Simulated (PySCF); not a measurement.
```xyz
12
charge 0, multiplicity 1
C     3.8596   -0.5276   -0.7221
C     2.6780   -0.5630   -0.4318
C     1.3474   -0.6021   -0.1052
C     0.1641   -0.6519    0.1875
C    -1.2394   -0.6471    0.5262
Si   -1.9691    1.1133    0.4861
H     4.9026   -0.4993   -0.9774
H    -1.3987   -1.0668    1.5349
H    -1.8128   -1.2775   -0.1760
H    -3.4176    1.0390    0.8463
H    -1.8227    1.6818   -0.8846
H    -1.2516    1.9727    1.4710
```

Work out the structure from the coordinates.

The molecule is C5H6Si. SMILES: `C#CC#CC[SiH3]`. It has no ring. Among its groups: alkyne, Si–H bond. The point group is Cs. Coordination: 4 C linear; 1 C tetrahedral; 1 Si tetrahedral.

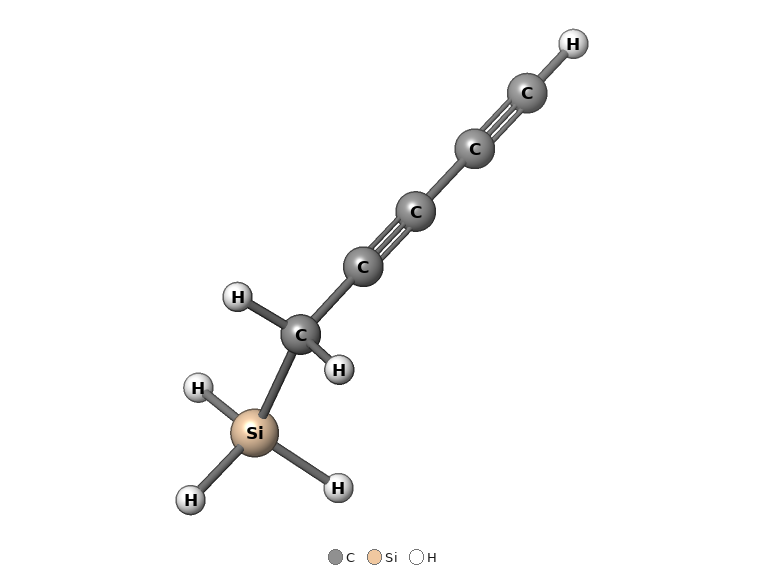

Source: calculation with PySCF.
